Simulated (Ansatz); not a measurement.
The calculation's input:

```
crystal:
  periodic: [false, false, false]
  atoms:
    - {symbol: C, position_ang: [1.232202, -1.163753, -0.694824]}
    - {symbol: C, position_ang: [1.960920, -1.702520, -1.703356]}
    - {symbol: Ge, position_ang: [0.968378, 0.691153, -0.631196]}
    - {symbol: H, position_ang: [0.792669, -1.792525, 0.086774]}
    - {symbol: H, position_ang: [2.412896, -1.099192, -2.499021]}
    - {symbol: H, position_ang: [2.128494, -2.784475, -1.761344]}
    - {symbol: H, position_ang: [0.157178, 1.355129, 0.481011]}
    - {symbol: H, position_ang: [1.589228, 1.554524, -1.731550]}
basis:
  gaussian: {orbitals: def2-TZVPD}
total_charge: 1
hamiltonian: {xc: pbe0}
output: {forces: true, orbitals: {seedname: orbitals}}
```

Run with:

```sh
ansatz run input.yaml --threads 1 --pin off --max-ram 2610MiB --events-out events.jsonl --progress --plain --runs-dir runs
```

Geometry: B3LYP-D3(BJ)/def2-SVP.

All numbers below come from isolated molecule in a Gaussian basis; Kohn-Sham density functional theory, functional PBE0 (Ansatz 0.2.0).

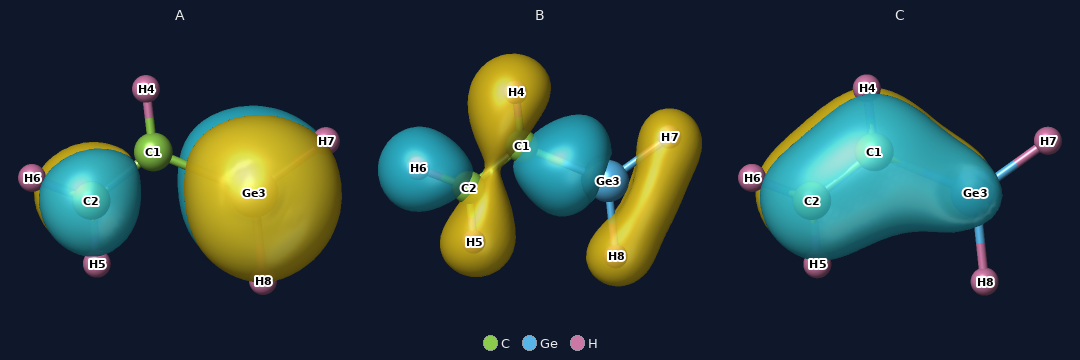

C$_{2}$H$_{5}$Ge (SMILES C=[CH][GeH2+]) (charge +1). Three frontier orbitals at ±0.1 Å⁻³ᐟ² (yellow and cyan are the two phases), in no order.

> Which picture is the HOMO−1, the HOMO and the LUMO?

B is the HOMO−1 (−15.07 eV). It lies mainly on C1 (about 25 %), Ge3 (about 20 %), C2 (about 15 %), H6 (about 10 %), H4 (about 10 %) and H5 (about 5 %); it is symmetric in the molecular plane (an in-plane orbital: σ, lone-pair or in-plane π type). C is the HOMO (−14.17 eV). It lies mainly on C1 (about 45 %), C2 (about 35 %) and Ge3 (about 15 %); it changes sign across the molecular plane (π type); π-bonding across C1–C2 and C1–Ge3. A is the LUMO (−8.88 eV). It lies mainly on Ge3 (about 65 %), C2 (about 15 %) and C1 (about 5 %); it changes sign across the molecular plane (π type).

> What is the HOMO–LUMO gap?

5.29 eV between the orbital energies.
